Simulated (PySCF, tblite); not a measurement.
**C₃H₇S radical: geometry, infrared bands and EPR parameters**

Aim: predict the infrared bands and EPR parameters of C₃H₇S radical (`[CH2]CSC`).

Programs: tblite 0.8.0 and PySCF 2.14.0, with density-fitted response routines of our own. Each step states its level of theory. These are calculated values for one molecule in the gas phase, unless marked as measured. Atoms count from 0, in the outputs and in this text.

## (1) The starting structure

11 atoms, charge 0, multiplicity 2; geometry from: force field or distance geometry start.

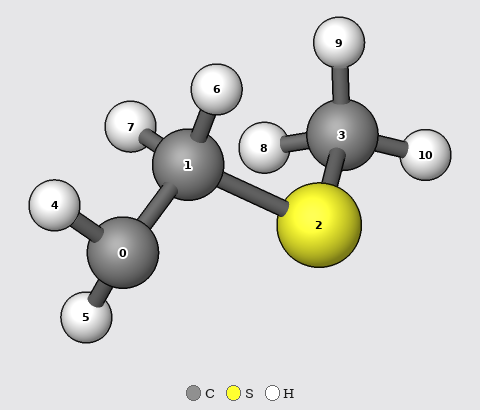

The starting geometry (carbon grey, sulfur yellow, hydrogen white), atoms numbered.

## (2) Geometry optimisation with GFN2-xTB

Job settings and geometry (Å):

```
{"job": {"kind": "relax", "xc": "GFN2-xTB", "basis": "xTB"}, "charge": 0, "multiplicity": 2}
C      2.129900     0.350000     0.710500
C      0.806100    -0.303900     0.389100
S     -0.578900     0.453100     1.289000
C     -2.035800     0.104600     0.223200
H      2.928400    -0.277700     0.273900
H      2.082300     1.371500     0.250800
H      0.826900    -1.385800     0.686000
H      0.625300    -0.303500    -0.698800
H     -1.809600     0.593100    -0.724400
H     -1.989600    -1.004600     0.032400
H     -2.979600     0.405800     0.702000
```

On the command line:

```
$ OMP_NUM_THREADS=1 python probes_run.py task.json out
```

One launch serves the whole session: the jobs run in the order shown.

Standard output:

```text
step      E/eV     max force
  0    -356.84477    2.905
  1    -357.05725    1.877
  2    -357.20232    0.705
  3    -357.26364    0.652
  4    -357.31876    0.798
  5    -357.34263    0.740
  6    -357.37101    0.573
  7    -357.39871    0.592
  8    -357.41872    0.359
  9    -357.42937    0.224
 10    -357.43438    0.192
 11    -357.43839    0.195
 12    -357.44345    0.229
 13    -357.44815    0.182
 14    -357.45211    0.183
 15    -357.45593    0.242
 16    -357.46008    0.239
 17    -357.46415    0.183
 18    -357.46763    0.252
 19    -357.47126    0.213
 20    -357.47532    0.195
 21    -357.48246    0.258
 22    -357.49111    0.299
 23    -357.50433    0.313
 24    -357.51455    0.247
 25    -357.51810    0.576
 26    -357.52131    0.621
 27    -357.53317    0.239
 28    -357.53728    0.187
 29    -357.54203    0.180
 30    -357.54399    0.154
 31    -357.54782    0.189
 32    -357.55321    0.203
 33    -357.55997    0.195
 34    -357.56296    0.119
 35    -357.56421    0.157
 36    -357.56518    0.071
 37    -357.56628    0.063
 38    -357.56689    0.093
 39    -357.56733    0.065
 40    -357.56752    0.028
 41    -357.56763    0.025
 42    -357.56771    0.025
 43    -357.56778    0.020
 44    -357.56782    0.014
 45    -357.56784    0.012
 46    -357.56786    0.012
 47    -357.56789    0.017
 48    -357.56793    0.022
 49    -357.56799    0.023
 50    -357.56805    0.024
 51    -357.56813    0.030
 52    -357.56824    0.032
 53    -357.56838    0.035
 54    -357.56854    0.043
 55    -357.56866    0.036
 56    -357.56875    0.027
 57    -357.56881    0.021
 58    -357.56884    0.015
 59    -357.56886    0.014
 60    -357.56890    0.015
 61    -357.56895    0.022
 62    -357.56901    0.027
 63    -357.56908    0.029
 64    -357.56919    0.035
 65    -357.56933    0.045
 66    -357.56948    0.041
 67    -357.56958    0.024
 68    -357.56963    0.016
 69    -357.56966    0.018
 70    -357.56970    0.017
 71    -357.56976    0.020
 72    -357.56982    0.021
 73    -357.56986    0.021
 74    -357.56989    0.018
 75    -357.56992    0.017
 76    -357.56995    0.015
 77    -357.56999    0.015
 78    -357.57002    0.014
 79    -357.57004    0.011
 80    -357.57005    0.012
 81    -357.57007    0.011
 82    -357.57010    0.018
 83    -357.57015    0.029
 84    -357.57027    0.038
 85    -357.57045    0.040
 86    -357.57071    0.059
 87    -357.57110    0.077
 88    -357.57174    0.107
 89    -357.57267    0.192
 90    -357.57445    0.204
 91    -357.57670    0.453
 92    -357.58439    0.218
 93    -357.54573    0.776
 94    -357.58928    0.095
 95    -357.59245    0.117
 96    -357.58879    0.545
 97    -357.59971    0.107
 98    -357.60391    0.122
 99    -357.60076    0.577
100    -357.61267    0.126
101    -357.61728    0.135
102    -357.61799    0.510
103    -357.62892    0.154
104    -357.63350    0.137
105    -357.62984    0.586
106    -357.64192    0.084
107    -357.64509    0.153
108    -357.64537    0.444
109    -357.65108    0.114
110    -357.65288    0.050
111    -357.65165    0.331
112    -357.65578    0.052
113    -357.65644    0.040
114    -357.65664    0.110
115    -357.65712    0.043
116    -357.65723    0.034
117    -357.65743    0.025
118    -357.65752    0.018
119    -357.65759    0.020
120    -357.65767    0.022
121    -357.65775    0.024
122    -357.65786    0.027
123    -357.65797    0.029
124    -357.65810    0.029
125    -357.65827    0.038
126    -357.65844    0.041
127    -357.65860    0.032
128    -357.65869    0.034
129    -357.65873    0.035
130    -357.65879    0.021
131    -357.65881    0.011
132    -357.65883    0.010
133    -357.65883    0.004
```

Run time: 0.55 s. Hardware: 1 thread of Arm Neoverse V1, shared host.

Relaxation path: (not every step is listed)

| step | energy from step 0 (eV) | largest force (eV/Å) |
| --- | --- | --- |
| 0 | 0.0000 | 2.9050 |
| 1 | -0.2125 | 1.8766 |
| 2 | -0.3576 | 0.7051 |
| 3 | -0.4189 | 0.6523 |
| 4 | -0.4740 | 0.7978 |
| 5 | -0.4979 | 0.7405 |
| 6 | -0.5262 | 0.5726 |
| 7 | -0.5539 | 0.5917 |
| 8 | -0.5740 | 0.3586 |
| 20 | -0.6306 | 0.1950 |
| 32 | -0.7084 | 0.2030 |
| 44 | -0.7231 | 0.0136 |
| 56 | -0.7240 | 0.0275 |
| 68 | -0.7249 | 0.0163 |
| 80 | -0.7253 | 0.0116 |
| 92 | -0.7396 | 0.2180 |
| 104 | -0.7887 | 0.1372 |
| 116 | -0.8125 | 0.0343 |
| 128 | -0.8139 | 0.0343 |
| 129 | -0.8140 | 0.0351 |
| 130 | -0.8140 | 0.0211 |
| 131 | -0.8140 | 0.0112 |
| 132 | -0.8141 | 0.0105 |
| 133 | -0.8141 | 0.0041 |

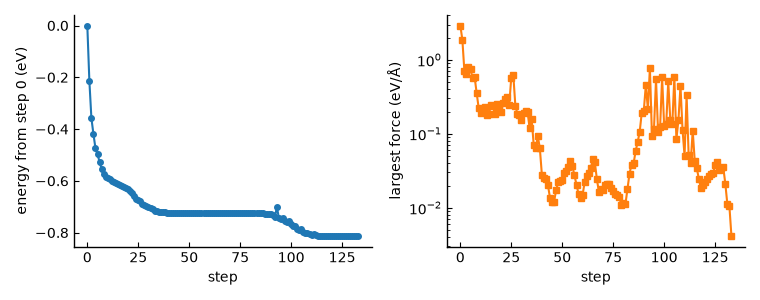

Energy and force, step by step.

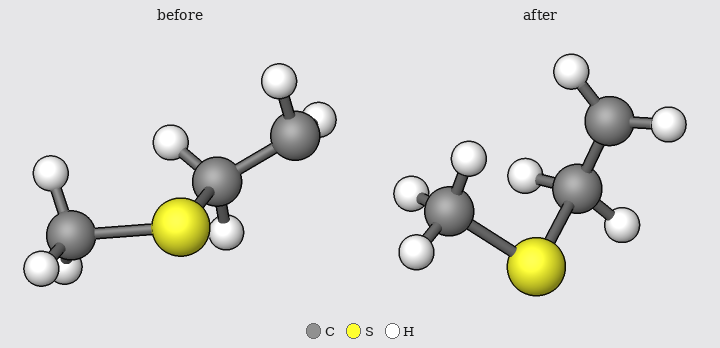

Before and after, at one scale.

Distances of close pairs at the start and the end, largest changes first:

| bond | before (Å) | after (Å) | change (Å) |
| --- | --- | --- | --- |
| C1–S2 | 1.817 | 1.933 | +0.116 |
| C0–C1 | 1.511 | 1.426 | -0.085 |
| C0–H5 | 1.121 | 1.075 | -0.047 |
| C3–H9 | 1.126 | 1.087 | -0.040 |
| C1–H6 | 1.122 | 1.086 | -0.036 |
| C0–H4 | 1.106 | 1.074 | -0.032 |
| S2–C3 | 1.838 | 1.812 | -0.027 |
| C1–H7 | 1.103 | 1.087 | -0.016 |

The end geometry stands in the next job.

## (3) Vibrational analysis with GFN2-xTB

Job settings and geometry (Å):

```
{"job": {"kind": "ir", "xc": "GFN2-xTB", "basis": "xTB"}, "charge": 0, "multiplicity": 2}
C      1.585404     0.413526     0.215809
C      0.913680    -0.840157     0.322342
S     -0.671728    -0.624837     1.406376
C     -1.675300     0.360743     0.264630
H      2.201230     0.765489     1.021800
H      1.316805     1.117465    -0.550359
H      1.449704    -1.591732     0.895172
H      0.530099    -1.242092    -0.611715
H     -1.233035     1.344190     0.138338
H     -1.755674    -0.153899    -0.689058
H     -2.655759     0.453974     0.720385
```

Standard output:

```text
mode    cm-1     km/mol
  1      67.9      2.77
  2     134.9      2.15
  3     207.2      1.06
  4     275.8     13.92
  5     331.2      0.50
  6     442.1      2.40
  7     660.4     61.00
  8     732.4      9.95
  9     785.6      5.20
 10     926.6      4.53
 11     943.2      0.43
 12    1017.4      6.64
 13    1115.9     11.69
 14    1194.7      0.42
 15    1195.7      0.79
 16    1313.4      1.89
 17    1394.7      0.13
 18    1443.1      3.92
 19    1450.8      3.48
 20    1452.2      5.37
 21    3000.3     12.54
 22    3018.7      1.37
 23    3020.7     14.96
 24    3032.7      7.44
 25    3057.0      2.42
 26    3123.5      9.04
 27    3163.5     23.17
```

Wall time 0.19 s (1 thread of Arm Neoverse V1, shared host).

The strongest bands and the atoms that carry them (share of the mass-weighted mode):

| cm⁻¹ | km/mol | atoms |
| --- | --- | --- |
| 276 | 13.9 | S2 32 %, H4 23 %, C0 19 %, C1 12 % |
| 660 | 61.0 | H5 34 %, H4 33 %, C0 29 % |
| 732 | 9.9 | C3 58 %, S2 29 % |
| 1116 | 11.7 | H7 28 %, H6 28 %, C1 25 %, C0 11 % |
| 3000 | 12.5 | H7 80 %, H6 14 % |
| 3021 | 15.0 | H6 51 %, H9 34 % |
| 3124 | 9.0 | H5 63 %, H4 33 % |
| 3164 | 23.2 | H4 60 %, H5 30 %, C0 10 % |

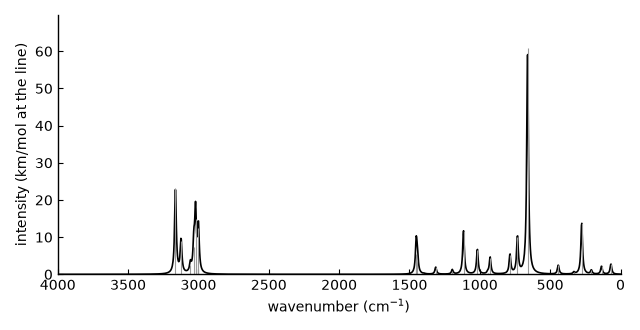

The infrared spectrum from these modes, unscaled. Lines are broadened to a width of 14 cm⁻¹ (Lorentzian).

## (4) EPR parameters: B3LYP/pcH-1

Settings changed since step 3:

```diff
@@ -1,2 +1,2 @@
-{"job": {"kind": "ir", "xc": "GFN2-xTB", "basis": "xTB"}, "charge": 0, "multiplicity": 2}
+{"job": {"kind": "epr", "basis": "pcH-1"}, "charge": 0, "multiplicity": 2}
 C      1.585404     0.413526     0.215809
```

Level: UKS B3LYP, pcH-1 on C H S, non-relativistic, mean-field spin-orbit, GIAO.

Standard output:

```text
UKS, coarse grid
  cycle   1  E = -516.65018053  |g| = 2.31e-01
  cycle   2  E = -516.65347688  |g| = 2.15e-01
  cycle   3  E = -516.67641233  |g| = 4.60e-02
  cycle   4  E = -516.67740851  |g| = 2.40e-02
  cycle   5  E = -516.67773096  |g| = 4.71e-03
  cycle   6  E = -516.67774990  |g| = 2.68e-03
  cycle   7  E = -516.67775500  |g| = 1.19e-03
  cycle   8  E = -516.67775587  |g| = 3.55e-04
UKS, final grid
  cycle   1  E = -516.67779888  |g| = 4.10e-04
  cycle   2  E = -516.67779883  |g| = 5.40e-04
  cycle   3  E = -516.67779897  |g| = 5.58e-05
  cycle   4  E = -516.67779898  |g| = 1.99e-05
E = -516.67779898 Eh   <S^2> = 0.7567 (exact 0.7500)
g shifts (ppm)      1          2          3
  rmc          -165       -165       -165
  gc              0         10         22
  oz_so        -587       1255       1846
  total        -752       1100       1704
hyperfine (MHz)  atom isotope    a_iso     a_fc   dipolar eigenvalues
    0   13C      82.28      82.31    -74.62    -73.40    148.02
    1   13C     -28.08     -28.06     -7.61      1.30      6.31
    2   33S      25.83      25.61    -25.37    -22.50     47.87
    3   13C       0.79       0.77     -0.58     -0.42      1.00
    4    1H     -54.68     -54.71    -35.13     -0.93     36.06
    5    1H     -56.31     -56.32    -35.58     -0.25     35.84
    6    1H      37.29      37.32     -5.24     -2.86      8.10
    7    1H      19.84      19.86     -5.11     -2.84      7.95
    8    1H       3.71       3.69     -3.53     -1.79      5.32
    9    1H      -0.47      -0.48     -2.20     -0.75      2.95
   10    1H       7.05       7.04     -2.09     -0.43      2.53
```

Wall time 30 s (1 thread of Arm Neoverse V1, shared host); peak memory 0.68 GiB.

Principal g values 2.00157, 2.00342, 2.00402; g(iso) = 2.00300, against 2.00232 for a free electron.

Mean a(iso) over the nuclei that a row names, and the largest dipolar term of the row (other rows stand at the frozen geometry):

| nuclei | isotope | a(iso) (MHz) | a(iso) (G, at g = 2.0023) | largest dipolar term (MHz) |
| --- | --- | --- | --- | --- |
| C0 | 13C | 82.3 | 29.4 | 148.0 |
| H4, H5 | 1H | -55.5 | -19.8 | 36.1 |
| H6, H7 | 1H | 28.6 | 10.2 | 8.1 |
| C1 | 13C | -28.1 | -10.0 | -7.6 |
| S2 | 33S | 25.8 | 9.2 | 47.9 |
| H8, H9, H10 | 1H | 3.4 | 1.2 | 5.3 |
| C3 | 13C | 0.8 | 0.3 | 1.0 |

Mulliken spin populations:

| atom | value (e) |
| --- | --- |
| C0 | 0.96 |
| C1 | -0.11 |
| S2 | 0.20 |
| C3 | 0.00 |
| H4 | -0.04 |
| H5 | -0.04 |
| H6 | 0.01 |
| H7 | 0.01 |
| H8 | 0.01 |
| H9 | 0.00 |
| H10 | 0.00 |

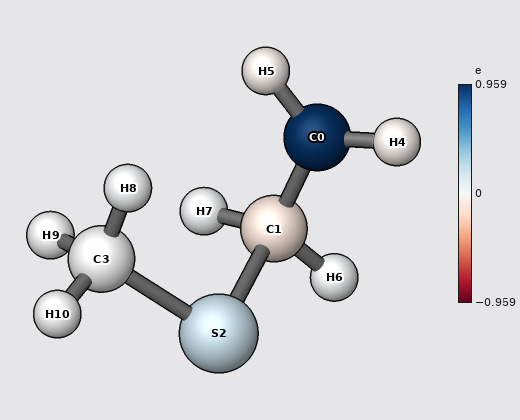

Mulliken spin populations, as colours on the atoms.

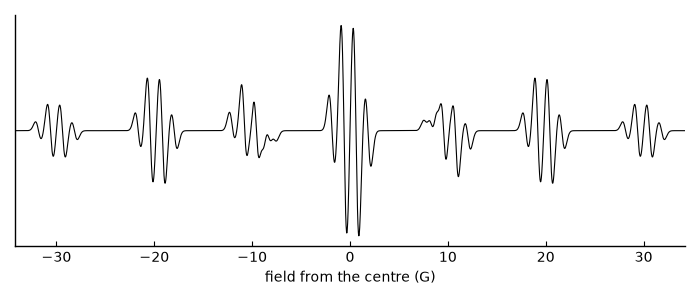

First-order isotropic spectrum (first derivative, main isotopes with spin only, couplings over 0.8 MHz, Gaussian width 0.3 G; couplings of the frozen geometry, rotation of groups not averaged beyond the rows shown).

The fields below are evaluated on a grid from the run's orbitals.

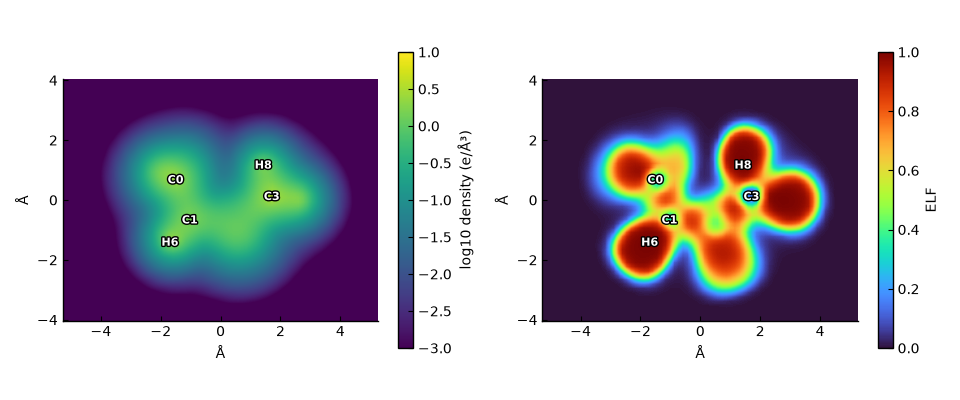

Density (left) and ELF (right) in a plane through or near 5 of the atoms.

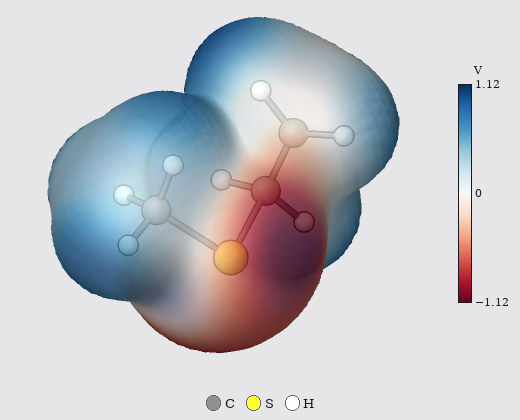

Electrostatic potential on the surface of density 0.002 e/bohr³; red is low, blue high. It runs from -1.12 V near S2 to 0.90 V near H7.

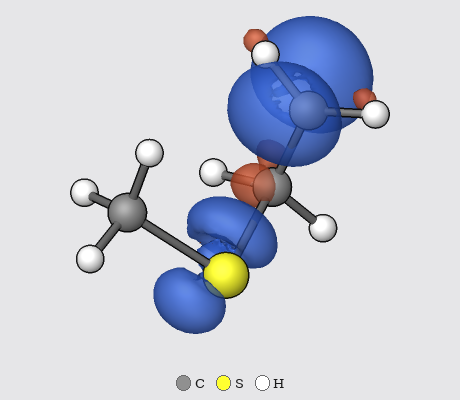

Spin density at ±0.04 e/Å³ (alpha excess blue, beta excess red).

## (5) What came out

| quantity | value |
| --- | --- |
| strongest single infrared mode (GFN2-xTB) | 660 cm⁻¹, 61 km/mol |
| zero-point energy (GFN2-xTB) | 55.0 kcal/mol |
| g(iso) (B3LYP) | 2.00300 |
| ⟨S²⟩ | 0.757 (exact 0.75) |
| largest a(iso) (averaged by class) | 13C on C0, 82.3 MHz |
| potential on the surface of density 0.002 e/bohr³, 1st and 99th percentile | -1.12 V and 0.90 V |

What this shows: Relaxing lowered the energy by 0.814 eV in 133 steps; the close pair that moved most is C1–S2, from 1.817 to 1.933 Å. No mode is imaginary among the 27: a minimum at this level. The strongest single mode, at 660 cm⁻¹, is spread over several atoms, H5, H4, C0 among them. GFN2-xTB is a fitted tight-binding method: band positions and strengths are rough. Its intensities can rank the bands wrongly. Most of the unpaired spin sits on C0 (0.96 e). The isotropic g lies 0.7 ppt above the free-electron value. These values are for one conformer; the search (at its own cheap level) found 2 more, at 0.00, 2.12 kcal/mol (those within 0.05 may be mirror or relabelled copies), and measured spectra average over such forms.
